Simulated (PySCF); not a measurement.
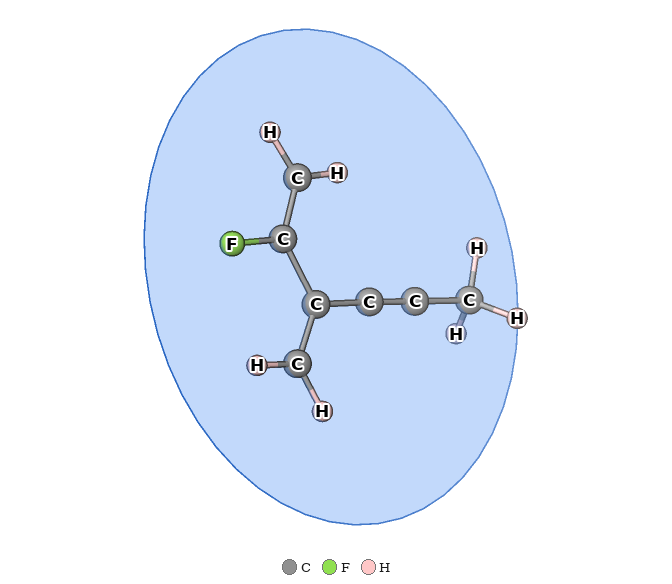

All proper rotation axes (lines) and mirror planes (discs) of the structure are drawn in. Atoms fade into the background with distance from the viewer. The geometry was computed by an optimisation with GFN2-xTB. No frequency run is at hand to confirm it as a minimum.

Name the symmetry elements and the point group.

Answer. It has 1 mirror plane. Point group Cs. The group has 2 operations. The geometry is achiral, and symmetry allows a dipole moment.
